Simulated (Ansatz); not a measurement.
**F3H2NSi···H2S: density, localisation and related maps**

```xyz
10

Si   -0.1850    0.4446    0.0415
N     0.0775    0.2887    1.7022
H     0.0166    1.0724    2.3524
H     0.6464   -0.4963    2.0500
F     0.8535    1.3784   -0.7817
F    -1.6422    1.0618   -0.2909
F    -0.0784   -1.0371   -0.6221
S     1.5045   -2.9002    1.8996
H     0.9999   -2.6206    0.6628
H     0.2783   -3.2872    2.3499
```

The calculation used Ansatz 0.2.0, RKS PBE/def2-SVP.

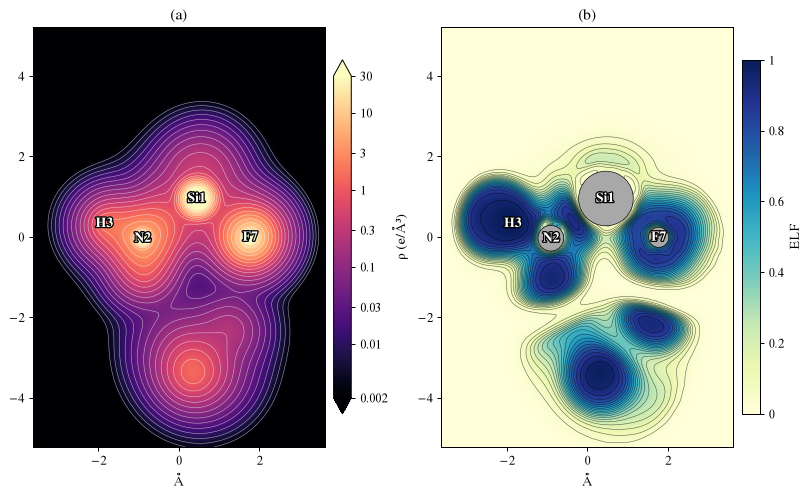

Figure 1. (a) electron density; (b) ELF on the plane of atoms N2, Si1 and F7. Grey discs cover the atomic cores in the ELF map.

### Read the bonding off the picture.

- The section cuts through Si, N, H and F sites.
- Si–F (1.63 Å): ρ at the midpoint is about 1 e/Å³; the ELF peaks at about 0.85 in the valence shell of F, 0.7 Å from its nucleus, and is about 0.45 at the midpoint.
- Si–N (1.69 Å): ρ is about 1.2 e/Å³ halfway; the ELF peaks at about 0.90 between the atoms: a shared but strongly polarised pair.
- N–H (1.02 Å): the density is about 2.7 e/Å³ at the midpoint; the ELF climbs to about 1 towards the hydrogen, as it does in any bond to H; a covalent bond by its length.
- The ELF also peaks beside F7, away from the bonds: lone-pair regions.

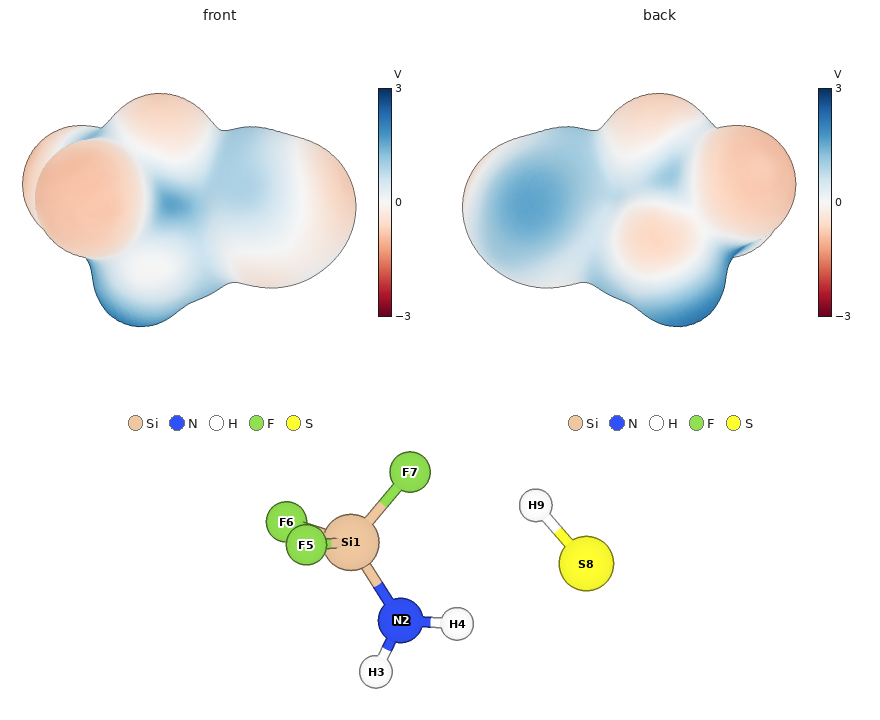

Figure 2. The electrostatic potential painted on the density surface at 0.002 e/bohr³, seen from the front and from behind; red is negative and blue positive. The bare structure is drawn below in the same view.

### Which sites attract a positive test charge, and which a negative one?

A positive charge is drawn to the negative regions and a negative charge to the positive ones. The most negative region (about −0.9 V, or −21 kcal/mol for a unit charge) lies over F5 and F6, the most positive (about +2.1 V, or +48 kcal/mol for a unit charge) over Si1 and H3.

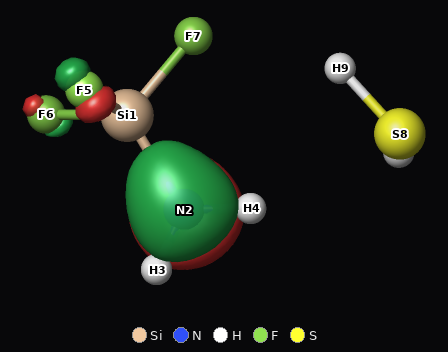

Figure 3. The HOMO−1 at ±0.2 Å⁻³ᐟ² (green and red are the two phases), seen at a tilt.

### Where does this orbital lie, and at what energy?

Its weight (Hirshfeld) is mainly on N2 (about 70 %); largely a lone pair of N2. Its energy is −6.67 eV.

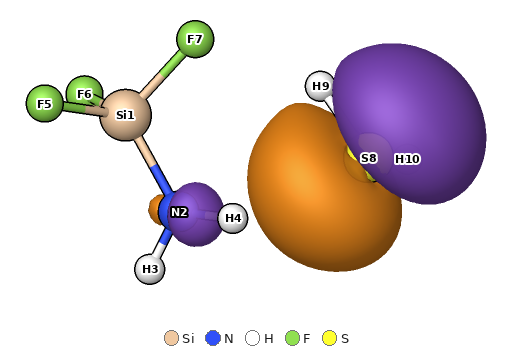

Figure 4. The HOMO at ±0.1 Å⁻³ᐟ² (orange and purple are the two phases), seen at a tilt.

### What is the character of this orbital?

It lies mainly on S8 (about 85 %); largely a lone pair of S8. Its energy is −6.46 eV.
